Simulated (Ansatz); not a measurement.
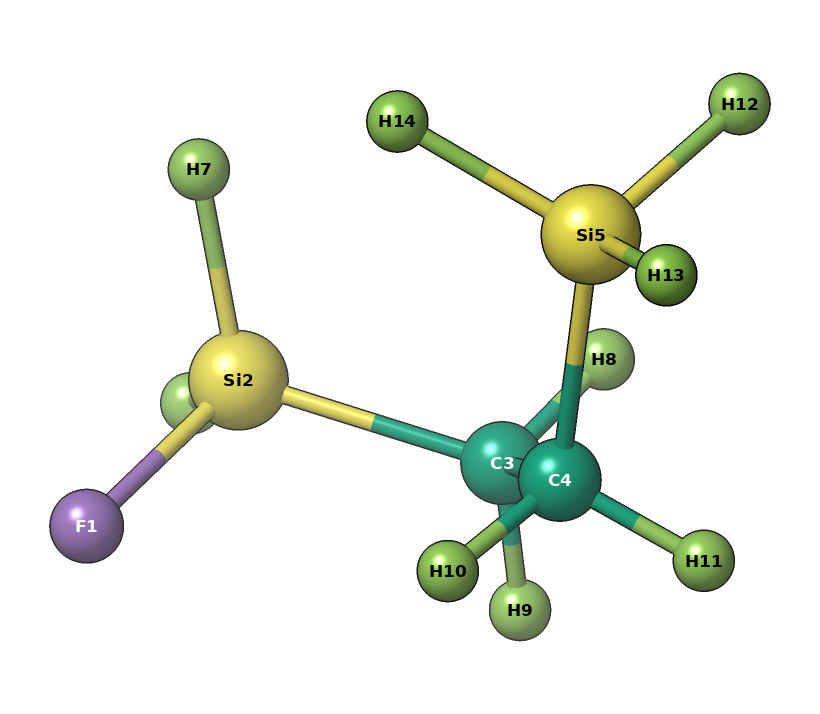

C3 lies behind C4. The molecule seen a little off the C4–C3 bond, C4 in front. Distant atoms are faded towards the background colour. The computed structure is the end point of a PBE-D4/def2-SVP optimisation. No frequency run is at hand to confirm it as a minimum.

**What is the torsion angle Si5–C4–C3–Si2? The sign is positive where the front bond must turn clockwise to cover the back bond.**

−72°, synclinal (gauche). The bonds about C4–C3 are staggered.
